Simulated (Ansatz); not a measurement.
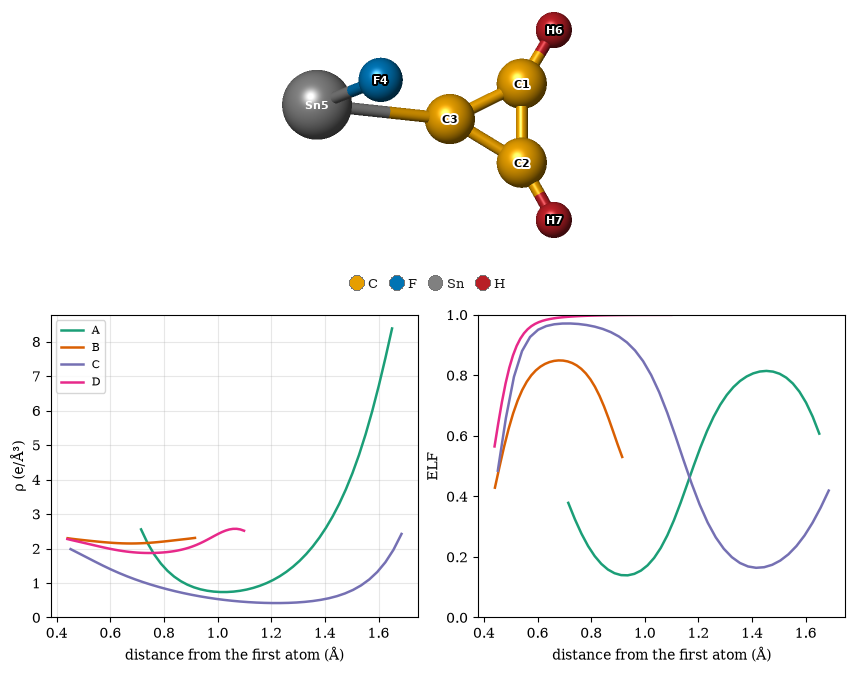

Figure. C$_{3}$H$_{2}$FSn (SMILES [F][Sn+]=[C]1C=C1) (charge +1). Electron density and ELF along straight lines between neighbouring atoms. The curves leave out the atomic cores. The structure is drawn too.

Geometry: BLYP-D3(BJ)/def2-SVP; core potentials replace the inner electrons of Sn.

Theory: isolated molecule in a Gaussian basis; Kohn-Sham density functional theory, functional PBE0 in Ansatz.

```xyz
7

C    -3.0322   -3.1550   -1.2246
C    -2.2132   -3.3990   -0.1715
C    -2.9442   -2.2010   -0.1988
F    -1.6718    0.3288   -0.6026
Sn   -3.2425    0.0656    0.5582
H    -3.4605   -3.4601   -2.1891
H    -1.4908   -4.0467    0.3436
```

### Which curve belongs to which contact (C–C, C–H, C–Sn and Sn–F)? The first atom named is at distance zero.

Curve A: Sn–F (1.97 Å): ρ is about 0.75 e/Å³ halfway; the ELF peaks at about 0.80 in the valence shell of F, 0.5 Å from its nucleus, and drops to about 0.15 between the two atoms. Curve B: C–C (1.36 Å): ρ is about 2.1 e/Å³ halfway; the ELF peaks at about 0.85 between the atoms, as expected for a covalent bond. Curve C: C–Sn (2.41 Å): ρ is about 0.42 e/Å³ halfway; the ELF peaks at about 1 in the valence shell of C, 0.7 Å from its nucleus, and drops to about 0.15 between the two atoms. Curve D: C–H (1.10 Å): the density is about 2.1 e/Å³ at the midpoint; the ELF climbs to about 1 towards the hydrogen, as it does in any bond to H (an ordinary covalent bond to hydrogen).
